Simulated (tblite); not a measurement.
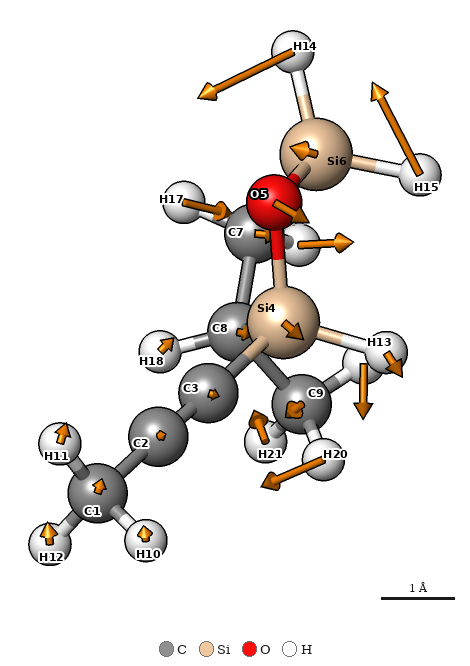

A relaxation of C$_{6}$H$_{12}$OSi$_{2}$. The starting structure is drawn; orange arrows show the displacements, at their true length. The two geometries are superimposed by the best rigid fit.

A ball-and-stick model, seen from a free direction.

Method: GFN2-xTB geometry optimisation, gas phase (tblite 0.8.0). 

> Atoms of which element are displaced furthest, and by how much?

Hydrogen: up to 1.62 Å, against 0.58 Å for oxygen.

> Describe the change and its energy.

The energy falls by 97.8 kJ/mol in 160 geometry steps. An H atom moves most after the best rigid fit: 1.62 Å. By element the largest moves are H 1.62 Å, O 0.58 Å, Si 0.45 Å, C 0.41 Å. Near-neighbour distances that change, for instance: O–Si 1.741 → 1.637 Å, C–Si 1.856 → 1.916 Å, C–C 1.500 → 1.445 Å, O–Si 1.695 → 1.645 Å. Bond angles that change, for instance: Si–O–Si 100.1° → 119.5°, Si–C–C 106.9° → 115.4°, H–C–H 114.8° → 109.0°. Groups turn about C–Si by about 60°, O–Si by about 55°, C–C by about 40°. The run took 2.8 s on 1 thread of Arm Neoverse N1, on a shared host.
